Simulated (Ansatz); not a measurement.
**CO on ZnO(100): molecular dynamics**

The plan is to shoot the molecule at the surface and see whether it bounces, sticks or breaks. Runs: 500 steps of 1 fs at constant energy. The slab cell is 2×1, and the molecule starts well above it. It comes in with 1.5 eV at 0° from the normal, on a surface at rest.

The COD cell was measured well above room temperature, so it is larger than a cold one.

Method: DFT PBE, plane waves, PAW, scalar-relativistic, no spin polarisation, in Ansatz 0.2.0.

### Step 1. Starting point

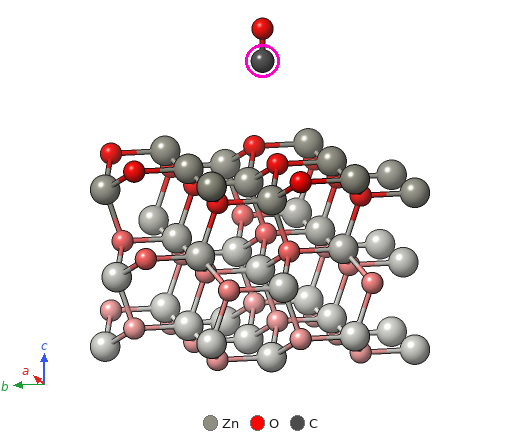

The starting structure, seen from the side, slightly above the surface (zinc grey, oxygen red, carbon dark grey). Each atom of the cell is drawn once, at one copy chosen for all pictures, so bonds across the cell's faces may be missing, with copies of the slab's atoms added to fill out the patch; deeper layers are paler. Ringed: C25.

Structure file:

```xyz
26
Lattice="6.5066 0.0000 0.0000 0.0000 5.2073 0.0000 0.0000 0.0000 21.5740" Properties=species:S:1:pos:R:3 pbc="T T T"
Zn    1.6266    0.0000    1.0000
Zn    3.2533    2.6037    1.9391
O     1.6266    1.9673    1.0000
O     3.2533    4.5710    1.9391
Zn    0.0000    0.0000    3.8174
Zn    1.6266    2.6037    4.7566
O     0.0000    1.9673    3.8174
O     1.6266    4.5710    4.7566
Zn    1.6266    0.0000    6.6349
Zn    0.0000    2.6037    7.5740
O     1.6266    1.9673    6.6349
O     0.0000    4.5710    7.5740
Zn    4.8800    0.0000    1.0000
Zn    6.5066    2.6037    1.9391
O     4.8800    1.9673    1.0000
O     6.5066    4.5710    1.9391
Zn    3.2533    0.0000    3.8174
Zn    4.8800    2.6037    4.7566
O     3.2533    1.9673    3.8174
O     4.8800    4.5710    4.7566
Zn    4.8800    0.0000    6.6349
Zn    3.2533    2.6037    7.5740
O     4.8800    1.9673    6.6349
O     3.2533    4.5710    7.5740
C     0.7379    4.9239   11.1510
O     0.7379    4.9239   12.3110
```

### Step 2. The run

500 steps of 1 fs at constant energy.

Input file input.yaml:

```yaml
accuracy: low
crystal:
  lattice:
    - [6.5066, 0.0, 0.0]
    - [0.0, 5.2073, 0.0]
    - [0.0, 0.0, 21.574028]
  atoms:
    - { symbol: Zn, position: [0.25, 0.0, 0.046352] }
    - { symbol: Zn, position: [0.5, 0.5, 0.0898834] }
    - { symbol: O, position: [0.25, 0.3778, 0.046352] }
    - { symbol: O, position: [0.5, 0.8778, 0.0898834] }
    - { symbol: Zn, position: [0.0, 0.0, 0.1769461] }
    - { symbol: Zn, position: [0.25, 0.5, 0.2204775] }
    - { symbol: O, position: [0.0, 0.3778, 0.1769461] }
    - { symbol: O, position: [0.25, 0.8778, 0.2204775] }
    - { symbol: Zn, position: [0.25, 0.0, 0.3075402] }
    - { symbol: Zn, position: [0.0, 0.5, 0.3510716] }
    - { symbol: O, position: [0.25, 0.3778, 0.3075402] }
    - { symbol: O, position: [0.0, 0.8778, 0.3510716] }
    - { symbol: Zn, position: [0.75, 0.0, 0.046352] }
    - { symbol: Zn, position: [1.0, 0.5, 0.0898834] }
    - { symbol: O, position: [0.75, 0.3778, 0.046352] }
    - { symbol: O, position: [1.0, 0.8778, 0.0898834] }
    - { symbol: Zn, position: [0.5, 0.0, 0.1769461] }
    - { symbol: Zn, position: [0.75, 0.5, 0.2204775] }
    - { symbol: O, position: [0.5, 0.3778, 0.1769461] }
    - { symbol: O, position: [0.75, 0.8778, 0.2204775] }
    - { symbol: Zn, position: [0.75, 0.0, 0.3075402] }
    - { symbol: Zn, position: [0.5, 0.5, 0.3510716] }
    - { symbol: O, position: [0.75, 0.3778, 0.3075402] }
    - { symbol: O, position: [0.5, 0.8778, 0.3510716] }
    - { symbol: C, position: [0.1134132, 0.9455848, 0.5168715] }
    - { symbol: O, position: [0.1134132, 0.9455848, 0.5706398] }
basis:
  ecutwfc: 420.0
kpoints:
  mp_grid: { grid: [2, 2, 1] }
hamiltonian:
  xc: pbe
  pseudopotentials: { kind: paw, azcp: { folder: soft_1 } }
scf:
  occupations: { method: fermi_dirac, width: 0.05 }
  lower_state_search: "off"
md:
  timestep: 1
  n_steps: 500
  ensemble: nve
  initial_velocities: zero
  seed: 10416
  initial_site_velocities:
    - { site: 24, velocity: [0.0, 0.0, -0.032147] }
    - { site: 25, velocity: [0.0, 0.0, -0.032147] }
  constraints: [{ sites: [0, 1, 2, 3, 12, 13, 14, 15] }]
```

On the command line:

```console
$ ansatz run input.yaml --threads 2 --pin off --max-ram 5120MiB --backend cpu --events-out ev --progress --plain --runs-dir out
```

The program printed, shortened:

```text
Warning: md: disabling space-group detection — thermal motion breaks the input geometry's symmetry, so no spatial operation reduces the k-mesh or symmetrises the density; time reversal is kept, so that k and −k are solved as one point where they differ and the mesh holds both, and exact [...]
Warning: RAYON_NUM_THREADS=2 ignored (pool sized by the plan → 2); use --threads N
[...]
Pseudopotentials: kind: paw
Pseudopotential: Zn, paw, valence charge 12, recommended cutoff 420 eV (normal), <dir>
Pseudopotential: O, paw, valence charge 6, recommended cutoff 420 eV (normal), <dir>
Pseudopotential: C, paw, valence charge 4, recommended cutoff 420 eV (normal), <dir>
Functional definition: PBE
[...]
Crystal: 26 atoms, lattice volume = 730.967 Å³
Basis set: ecut = 420 eV, 14281 PW (Γ), exchange–correlation on 90×72×300 points (8 copies of the dense FFT grid, shifted against one another)
Bands: 139, of which v1, the nominal top of the filled ones, is band 113 counted from 1 (112 counted from 0)
Symmetry: 1 space group operations
k-points: 4
[...]
SCF iter   1: F=—  HF=-47476.967630 eV  |F-HF|=—  |Δ(HF+E_count)|=         —  Δρ=1.01e-1  dr2=8.50e1  ethr=3.10e-3  ⟨swp⟩=7.0  Hψ=2552  notcnv=0  defer=18
[...]
md step     0: t =     0.00 fs  T =   644.7 K  F+E_penalty+E_count = -47453.67805523 eV  E_kin = 1.500040 eV  conserved = -47452.17801565 eV  (15 SCF iters)
[...]
md step     1: t =     1.00 fs  T =   646.5 K  F+E_penalty+E_count = -47453.68236764 eV  E_kin = 1.504205 eV  conserved = -47452.17816295 eV  (7 SCF iters)
[...]
md step     2: t =     2.00 fs  T =   652.2 K  F+E_penalty+E_count = -47453.69595446 eV  E_kin = 1.517413 eV  conserved = -47452.17854144 eV  (7 SCF iters)
[... from here on, the SCF cycles and remarks between the steps are left out ...]
```

### Step 3. The output, continued: dynamics from the start

Output, continued, shortened:

```text
md step     3: t =     3.00 fs  T =   659.3 K  F+E_penalty+E_count = -47453.71292649 eV  E_kin = 1.533949 eV  conserved = -47452.17897769 eV  (8 SCF iters)
[...]
md step    19: t =    19.00 fs  T =   766.2 K  F+E_penalty+E_count = -47453.96203847 eV  E_kin = 1.782610 eV  conserved = -47452.17942885 eV  (5 SCF iters)
[...]
md step    35: t =    35.00 fs  T =   740.6 K  F+E_penalty+E_count = -47453.90243938 eV  E_kin = 1.723084 eV  conserved = -47452.17935581 eV  (4 SCF iters)
[...]
md step    51: t =    51.00 fs  T =   661.9 K  F+E_penalty+E_count = -47453.71926762 eV  E_kin = 1.540077 eV  conserved = -47452.17919108 eV  (4 SCF iters)
[...]
md step    67: t =    67.00 fs  T =   696.6 K  F+E_penalty+E_count = -47453.80020537 eV  E_kin = 1.620756 eV  conserved = -47452.17944966 eV  (5 SCF iters)
[...]
md step   500: t =   500.00 fs  T =   659.0 K  F+E_penalty+E_count = -47453.71157947 eV  E_kin = 1.533306 eV  conserved = -47452.17827370 eV  (8 SCF iters)
SCF converged after 8 iterations
Free energy (F): -47453.711579 eV
[...]
E sigma→0 (E₀):  -47453.711029 eV
Entropy (-TS):   -0.001102 eV (-0.042 meV/atom)
Fermi energy:    0.136564 eV
[...]
--- Forces (eV/Å), atoms counted from 1 ---
  atom   1  Zn     0.12513664     1.12818522     1.20193333
  atom   2  Zn    -0.01246754    -0.76447384    -0.29088105
  atom   3  O     -0.05791650    -0.54877818     0.20647847
  atom   4  O     -0.01377878     0.26055049    -0.05806204
  atom   5  Zn     0.03093869     0.14835180    -0.19164658
  atom   6  Zn    -0.04867497    -0.38468738    -0.78369769
  atom   7  O      0.08973869    -0.09661962    -0.00410003
  atom   8  O      0.26324062     0.36755382     0.02253461
[...]
--- MD trajectory: 500 steps, t = 0.0 → 500.0 fs ---
  final state: T = 659.0 K   F+E_penalty+E_count = -47453.71157947 eV   E_kin = 1.533306 eV
  conserved energy: peak-to-peak 1.862e-3 eV (7.162e-5 eV/atom) over 500.0 fs
```

It took 38 min on 2 threads of Intel Xeon 6975P-C (Granite Rapids), shared host; peak memory 1.7 GiB.

### Step 4. The trajectory

One step in 36; energies are changes from step 0; msd is the mean square displacement from the start, of the atoms that may move:

```tsv
time (fs)	T (K)	potential energy change (meV/atom)	total energy change (meV/atom)	height over the top layer (Å)	msd C (Å²)	msd O (Å²)	msd Zn (Å²)
0.0	645	0.0	0.00	4.24	0.000	0.000	0.000
36.0	736	-8.2	-0.05	3.11	1.237	0.159	0.006
72.0	702	-5.2	-0.03	2.19	3.790	0.547	0.032
108.0	454	17.0	-0.05	1.89	3.737	0.986	0.054
144.0	508	12.2	-0.02	2.37	3.119	0.841	0.069
180.0	666	-2.0	-0.02	3.04	3.298	0.633	0.068
216.0	560	7.5	-0.05	3.74	4.099	0.610	0.068
252.0	674	-2.6	-0.01	4.43	5.328	0.854	0.053
288.0	740	-8.6	-0.04	5.13	7.684	1.282	0.044
324.0	744	-8.9	-0.05	5.82	11.975	1.873	0.048
360.0	648	-0.3	-0.01	6.52	19.122	2.516	0.064
396.0	634	0.9	-0.05	7.21	29.954	3.177	0.070
432.0	649	-0.4	-0.03	7.90	43.928	3.821	0.085
468.0	710	-5.9	-0.02	8.60	60.280	4.564	0.090
500.0	659	-1.3	-0.01	9.21	75.534	5.414	0.087
```

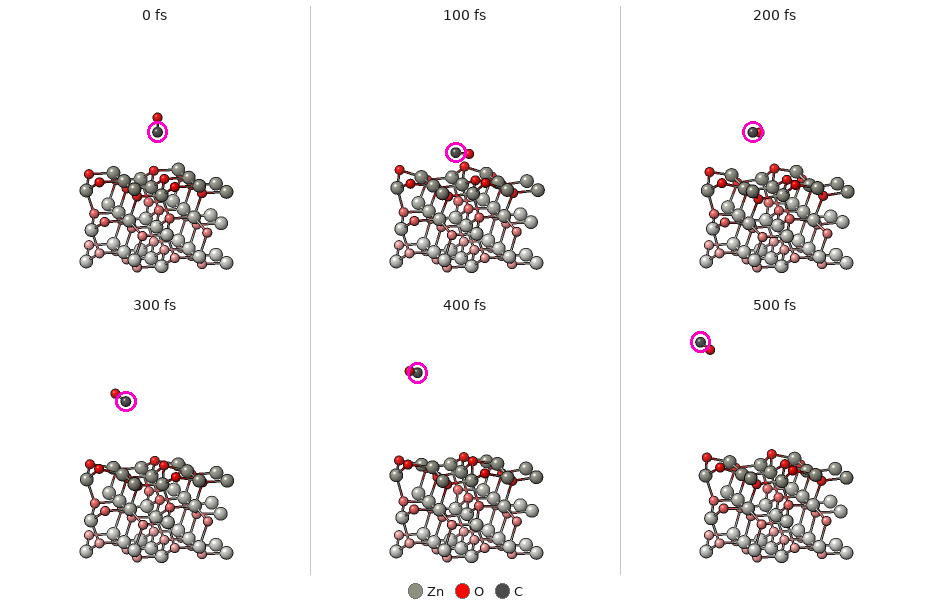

Six frames of the run, seen from the side, slightly above the surface. Each atom of the cell is drawn once, at one copy chosen for all pictures, so bonds across the cell's faces may be missing, with copies of the slab's atoms added to fill out the patch; deeper layers are paler. Atoms are followed across the cell's faces. Sticks are the contacts of the first frame, kept unless stretched by 40 %.

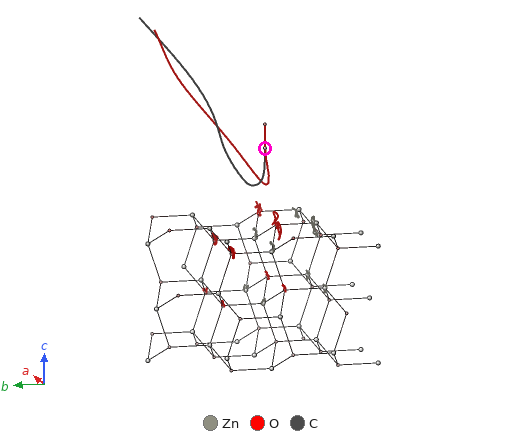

The track of every atom over the whole run, drawn from its starting place (pale balls).

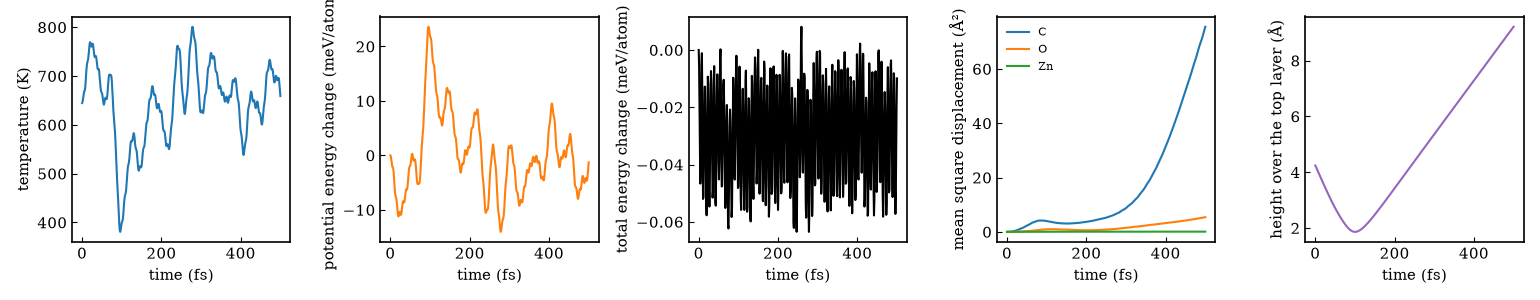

Time series of the run, each on its own scale.

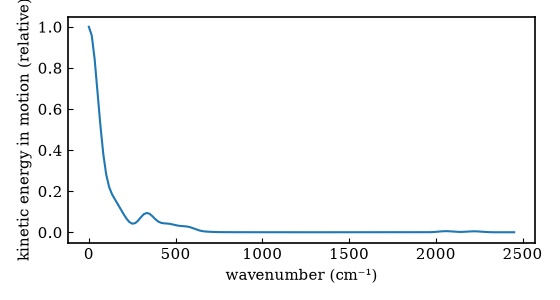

Power spectrum of the mass-weighted velocities; a run of 500 fs resolves no finer than about 130 cm⁻¹.

### Step 5. Snapshots as a file

Extended XYZ, with forces in eV/Å:

```xyz
26
Lattice="6.507 0.000 0.000 0.000 5.207 0.000 0.000 0.000 21.574" Properties=species:S:1:pos:R:3:forces:R:3 pbc="T T T" time_fs=125.0 T=566 dE=0.1819
Zn    1.627    0.000    1.000    0.000    1.111    1.117
Zn    3.253    2.604    1.939    0.013   -0.725   -0.648
O     1.627    1.967    1.000   -0.019   -0.546    0.187
O     3.253    4.571    1.939   -0.037    0.204   -0.643
Zn    0.001    0.006    3.940   -0.054   -0.143   -0.089
Zn    1.630    2.603    4.751    0.034    0.228    0.077
O    -0.001    2.002    3.917   -0.040   -0.270   -0.275
O     1.651    4.589    4.823    0.077   -0.124   -0.203
Zn    1.690   -0.060    6.834   -0.569   -0.955   -0.401
Zn   -0.004    2.604    7.110   -0.124   -0.209    0.355
O     1.659    1.816    6.733    0.217    0.948   -0.331
O    -0.080    4.414    7.091    0.142    0.653    0.576
Zn    4.880    0.000    1.000    0.001    1.116    1.136
Zn    6.507    2.604    1.939   -0.012   -0.758   -0.608
O     4.880    1.967    1.000    0.015   -0.547    0.183
O     6.507    4.571    1.939    0.019    0.205   -0.401
Zn    3.241    0.023    3.894   -0.059   -0.006   -0.409
Zn    4.874    2.594    4.774   -0.054    0.290   -0.110
O     3.250    2.013    3.893    0.018   -0.266   -0.251
O     4.835    4.583    4.769   -0.026   -0.102    0.028
Zn    4.696   -0.048    6.805    0.327   -0.873   -0.083
Zn    3.246    2.768    7.233   -0.175    0.108    0.657
O     4.803    1.835    6.718    0.052    0.661   -0.268
O     3.190    4.524    7.854    0.387   -0.130   -0.392
C     1.391    6.045    9.860   -0.652   -1.974   -0.624
O     1.068    5.002    9.480    0.520    2.103    1.422
26
Lattice="6.507 0.000 0.000 0.000 5.207 0.000 0.000 0.000 21.574" Properties=species:S:1:pos:R:3:forces:R:3 pbc="T T T" time_fs=250.0 T=700 dE=-0.1286
Zn    1.627    0.000    1.000    0.050    1.158    1.010
Zn    3.253    2.604    1.939   -0.010   -0.703   -0.922
O     1.627    1.967    1.000   -0.047   -0.570    0.112
O     3.253    4.571    1.939   -0.022    0.084   -0.996
Zn   -0.055   -0.031    3.780    0.042    0.072    0.569
Zn    1.602    2.554    4.640   -0.114    0.258    0.754
O    -0.031    1.934    3.857   -0.165   -0.030   -0.340
O     1.557    4.519    4.671    0.232    0.235    0.133
Zn    1.499   -0.102    6.690    1.315    0.727   -0.719
Zn   -0.064    2.723    7.066   -0.319   -1.528    0.118
O     1.572    1.881    6.666    0.278   -0.075   -0.340
O    -0.025    4.466    7.437   -0.566    0.724    1.366
Zn    4.880    0.000    1.000   -0.059    1.155    0.999
Zn    6.507    2.604    1.939    0.003   -0.827   -0.760
O     4.880    1.967    1.000    0.003   -0.566    0.122
O     6.507    4.571    1.939   -0.026   -0.087   -1.412
Zn    3.208    0.016    3.834   -0.083   -0.344    0.296
Zn    4.827    2.575    4.635    0.198    0.168    0.675
O     3.216    1.972    3.837   -0.003   -0.340   -0.426
O     4.843    4.540    4.679   -0.079    0.115    0.257
Zn    4.904   -0.112    6.730   -1.376    0.612   -0.460
Zn    3.179    2.709    7.366   -0.007   -0.504   -0.430
O     4.768    1.890    6.627    0.189   -0.090   -0.082
O     3.165    4.539    7.400    0.568    0.356    0.483
C     1.475    6.968   11.868    2.458   -0.215    0.379
O     2.616    6.868   12.047   -2.460    0.215   -0.387
26
Lattice="6.507 0.000 0.000 0.000 5.207 0.000 0.000 0.000 21.574" Properties=species:S:1:pos:R:3:forces:R:3 pbc="T T T" time_fs=375.0 T=657 dE=-0.0289
Zn    1.627    0.000    1.000   -0.119    1.182    1.123
Zn    3.253    2.604    1.939   -0.014   -0.893   -0.520
O     1.627    1.967    1.000    0.008   -0.567    0.114
O     3.253    4.571    1.939   -0.021    0.153   -0.436
Zn   -0.052    0.003    3.983    0.131   -0.118   -0.210
Zn    1.505    2.612    4.815    0.299    0.026    0.386
O    -0.066    1.974    3.868   -0.131    0.035    0.143
O     1.581    4.608    4.936    0.149    0.076   -0.160
Zn    1.604   -0.070    7.008   -0.617    0.723   -0.332
Zn   -0.064    2.814    7.861   -0.264   -0.888   -0.868
O     1.434    2.108    6.885    0.547   -1.062   -0.343
O    -0.052    4.622    7.900    0.043    1.336    0.051
Zn    4.880    0.000    1.000    0.115    1.181    1.120
Zn    6.507    2.604    1.939   -0.016   -0.762   -0.628
O     4.880    1.967    1.000   -0.079   -0.570    0.112
O     6.507    4.571    1.939   -0.025    0.198   -0.299
Zn    3.214   -0.035    3.880   -0.066    0.205    0.435
Zn    4.827    2.594    4.826    0.058   -0.078    0.310
O     3.187    1.994    3.897   -0.074   -0.142    0.271
O     4.845    4.575    4.920   -0.229    0.296   -0.071
Zn    4.829   -0.070    6.972    0.387    0.686   -0.230
Zn    3.180    2.723    7.341   -0.483    0.304    0.350
O     4.873    2.111    6.897    0.409   -1.157   -0.400
O     3.218    4.595    7.805   -0.010   -0.168    0.079
C     3.205    7.808   14.113   -0.801    2.236    1.038
O     2.845    8.808   14.580    0.801   -2.235   -1.038
26
Lattice="6.507 0.000 0.000 0.000 5.207 0.000 0.000 0.000 21.574" Properties=species:S:1:pos:R:3:forces:R:3 pbc="T T T" time_fs=500.0 T=659 dE=-0.0335
Zn    1.627    0.000    1.000    0.125    1.128    1.202
Zn    3.253    2.604    1.939   -0.013   -0.764   -0.291
O     1.627    1.967    1.000   -0.058   -0.549    0.206
O     3.253    4.571    1.939   -0.014    0.261   -0.058
Zn   -0.028    0.046    3.964    0.031    0.148   -0.192
Zn    1.644    2.668    4.961   -0.049   -0.385   -0.784
O    -0.009    2.048    3.973    0.090   -0.097   -0.004
O     1.559    4.625    5.006    0.263    0.368    0.022
Zn    1.614    0.060    7.027   -0.514   -0.485    0.639
Zn   -0.050    2.787    7.343    0.363    0.086    0.524
O     1.677    2.029    6.850   -0.048   -0.078    0.298
O    -0.046    4.525    7.960    0.021    1.041   -1.009
Zn    4.880    0.000    1.000   -0.124    1.125    1.193
Zn    6.507    2.604    1.939    0.013   -0.814   -0.346
O     4.880    1.967    1.000    0.042   -0.545    0.215
O     6.507    4.571    1.939   -0.038    0.293   -0.007
Zn    3.222    0.028    4.106   -0.036    0.286   -0.634
Zn    4.888    2.688    4.934   -0.303   -0.444   -0.677
O     3.237    2.031    3.959    0.169   -0.058    0.080
O     4.879    4.654    5.028   -0.160    0.159   -0.220
Zn    4.724    0.040    6.992    1.097   -0.120    0.532
Zn    3.232    2.908    7.663   -0.030    0.064   -0.081
O     4.792    2.035    6.840   -0.353   -0.306    0.111
O     3.237    4.739    8.110   -0.473   -0.311   -0.723
C     4.402   10.158   17.043   -2.128   -1.214   -1.019
O     3.473    9.626   16.594    2.128    1.212    1.022
```

### Step 6. Summary of results

```
                             quantity                                                 value
  lowest height of the centre of mass  1.86 Å over the top layer's first level, at 100.0 fs
     shortest distance to a slab atom                                                2.12 Å
                               length                                     500 steps of 1 fs
     temperature, first and last step                                         645 and 659 K
             temperature, second half                         mean 672 K, from 538 to 801 K
        potential energy, second half                            -2 meV/atom from the start
   largest change of the total energy                                         0.06 meV/atom
mean square displacement, second half                            C 29.5, O 2.9, Zn 0.067 Å²
```

The molecule's centre of mass comes down from 4.24 Å to 1.86 Å and is back at 9.21 Å, still moving away, when the run ends: it was reflected. Its shortest distance to a slab atom is 2.12 Å. The total energy strays from its start by at most 0.06 meV/atom, 0.1 % of the mean kinetic energy, which is good for a step of 1 fs. The printed temperature only measures the kinetic energy here. 500 fs on 26 atoms is far too short and small for converged averages. The settings are cheap ones for dynamics (low accuracy level or one k-point).
